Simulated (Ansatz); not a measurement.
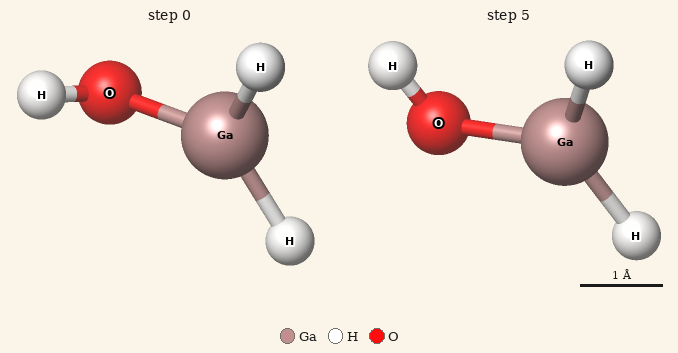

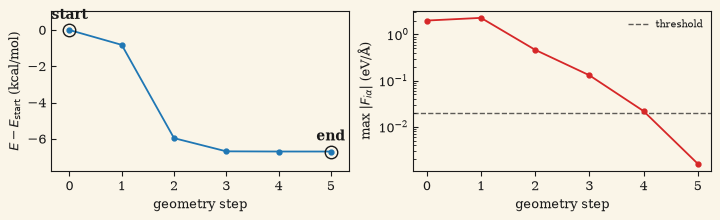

First and last geometry of a relaxation of GaH3O, with the history of the run. Style: ball-and-stick. Shown from a free direction.

The run prepares the start of a later molecular dynamics calculation, from a guessed geometry.

Theory: RKS PBE0-D4/def2-SVP (Ansatz 0.2.0). Settings: no spin polarisation; force threshold 0.02 eV/Å; at most 40 steps.

### Read the history and describe the run.

It converged. The energy falls by 6.70 kcal/mol in 5 geometry steps. Largest force component: 2 eV/Å at the start, 0.0016 eV/Å at the end. The atom that moves furthest after the best rigid fit is the O atom (0.42 Å). By element the largest moves are O 0.42 Å, H 0.40 Å, Ga 0.09 Å. Some distances before and after: H–O 1.010 → 0.962 Å, Ga–H 1.570 → 1.558 Å, Ga–O 1.790 → 1.786 Å. Among the angles between lasting bonds that change: H–Ga–H 120.0° → 128.7°, H–Ga–O 120.0° → 113.3°, Ga–O–H 109.5° → 115.0°. Groups turn about Ga–O by about 65°.

| step | E − E(0), kcal/mol | largest force component, eV/Å |
| --- | --- | --- |
| 0 | 0.00 | 1.9989 |
| 1 | -0.82 | 2.2844 |
| 2 | -5.96 | 0.4633 |
| 3 | -6.69 | 0.1301 |
| 4 | -6.70 | 0.0218 |
| 5 | -6.70 | 0.0016 |
